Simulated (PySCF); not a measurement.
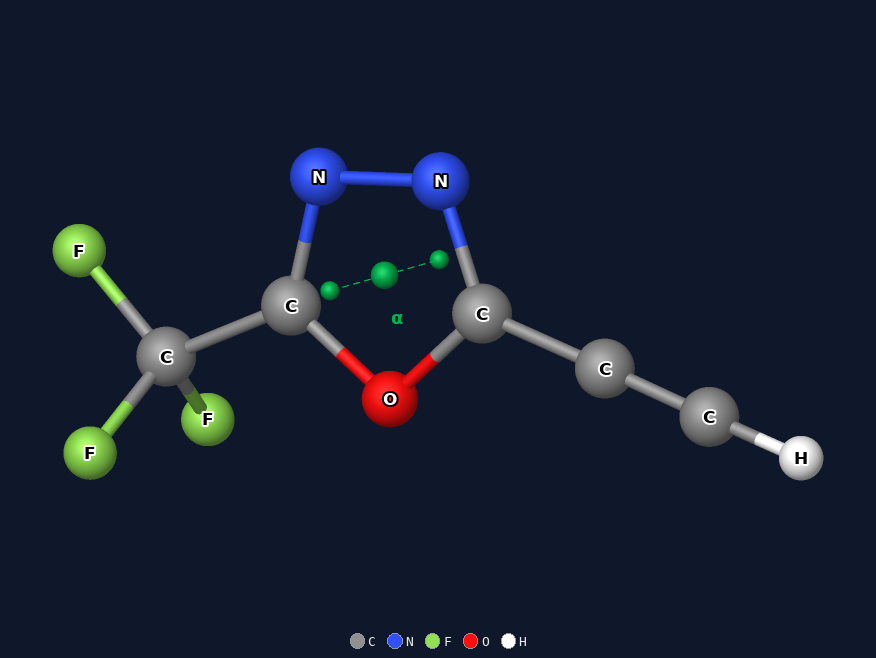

The small points mark where nucleus-independent chemical shifts (NICS) were computed: at the centre of each lettered ring and 1 Å above and below it. The geometry was computed by an optimisation with GFN2-xTB. No frequency run is at hand to confirm it as a minimum. Method: GIAO PBE0/pcSseg-1 NMR shielding, non-relativistic, gas phase (PySCF 2.14.0).

Give NICS(0), NICS(1) and the out-of-plane component NICS(1)zz for each ring (means of the two sides).

```tsv
ring	members	NICS(0)	NICS(1)	NICS(1)zz
α	C2N2O	−10.7	−11.0	−27.1
```

Values in ppm.

Question: What do the values say about the ring currents?

Answer: Ring α: diatropic, as in an aromatic ring. NICS is one index among several.
